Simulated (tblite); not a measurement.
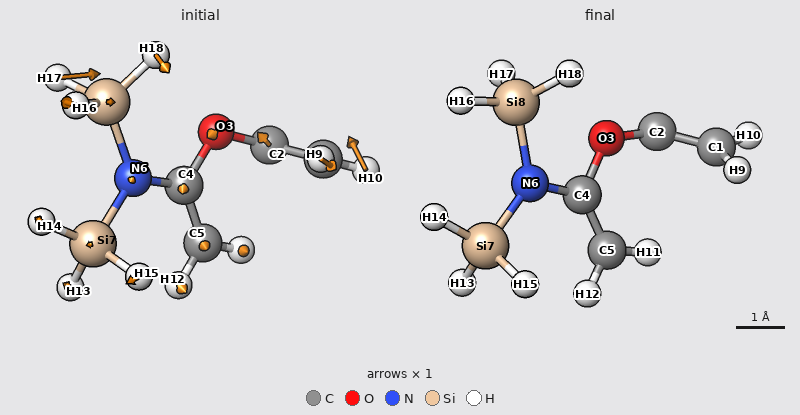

The structure of C4H10NOSi2 (multiplicity 2) before (left) and after (right) a relaxation, at one scale. The orange arrows give the displacements, at their true length.

Style: ball-and-stick. Shown at a tilt.

Level of theory: tblite 0.8.0, GFN2-xTB geometry optimisation, gas phase. 

### Describe what moved and what it gained.

Over 138 geometry steps the energy falls by 79.7 kJ/mol. The largest move after the best rigid fit is that of H17, 1.03 Å. By element the largest moves are H 1.03 Å, C 0.50 Å, O 0.39 Å, Si 0.21 Å, N 0.19 Å. Near-neighbour distances that change, for instance: O3–Si8 2.991 → 2.496 Å, C2–O3 1.392 → 1.318 Å, N6–Si7 1.802 → 1.742 Å, C1–C2 1.358 → 1.306 Å. Among the angles between lasting bonds that change: C1–C2–O3 117.6° → 136.8°, O3–C4–N6 119.5° → 108.7°, C2–O3–C4 114.3° → 125.1°. Groups turn about N6–Si8 by about 25°, C2–O3 by about 25°.
